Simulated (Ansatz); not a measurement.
**Ti3Al: Al → Na**

Base system: Ti₃Al (space group P6_3/mmc, No. 194; a = 5.756 Å, c = 4.655 Å).

The change: full substitution Al → Na, then cell and atoms are relaxed.

Method: Kohn–Sham DFT with the PBE functional, run in Ansatz (a program for electronic structure) with PAW and 420 eV plane waves, no spin-orbit coupling. Settings: 9×9×10 k-points, 0.05 eV Fermi–Dirac smearing, for the changed cell.

* **Volume per atom**: 19.59 Å³ (base 16.69 Å³)
* **Density**: 3.53 g/cm³ (base 4.24 g/cm³)
* **Lattice parameter a**: 6.164 Å (base 5.756 Å)
* **c/a ratio**: 0.773 (base 0.809)
* **Shortest interatomic distance**: 2.834 Å (base 2.825 Å)
* **Band gap**: zero (base zero)

Final structure:

```
CELL_PARAMETERS angstrom
      6.16364     0.00000     0.00000
     -3.08182     5.33787     0.00000
      0.00000     0.00000     4.76434
ATOMIC_POSITIONS crystal
  Ti 0.84674 0.69349 0.25000
  Ti 0.15326 0.84674 0.75000
  Ti 0.30651 0.15326 0.25000
  Ti 0.15326 0.30651 0.75000
  Ti 0.84674 0.15326 0.25000
  Ti 0.69349 0.84674 0.75000
  Na 0.33333 0.66667 0.25000
  Na 0.66667 0.33333 0.75000
```

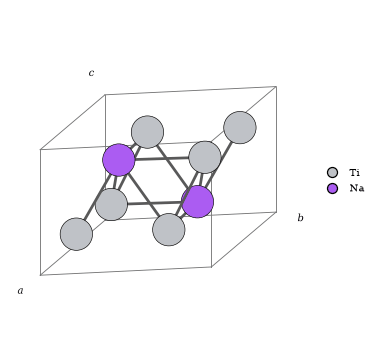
Figure: The relaxed conventional cell after the change

Cost of the whole job for the changed cell (relaxation, final SCF and bands): around 4 core-minutes (rough).

Stability against distortions was not tested. As relaxed here, NaTi3 is a hypothetical phase, not in the database extracts checked. The final runs are not spin-polarised. NaTi3 has a high density of states at the Fermi level and may be magnetic at this level.
